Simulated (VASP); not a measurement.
Shape and ions are relaxed at each volume.

Energy against volume of FePt (L1_0). These are TPSS meta-GGA, VASP's PBE PAW potentials (set 64) (plane waves; VASP) values and carry that method's errors.

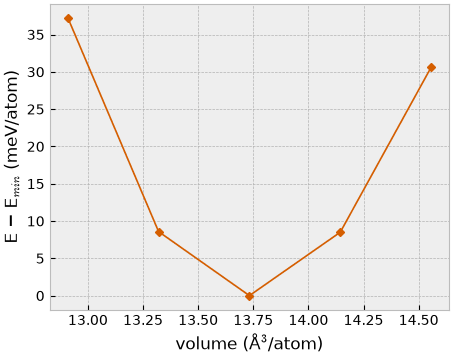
Energy against volume

Task: Estimate the equilibrium volume and the bulk modulus.

Result: The minimum lies near 13.7 Å³/atom, and the curvature gives B0 of about 220 GPa.

Measured: bulk modulus 208 GPa (computed value off by +4.7 %), as given by First-principles calculations on Fe-Pt nanoclusters of various morphologies. The calculation is for a static lattice, while the measured bulk modulus holds thermal and zero-point effects, which are part of the difference.

The compound is FePt in the L1_0 structure. It was relaxed first.
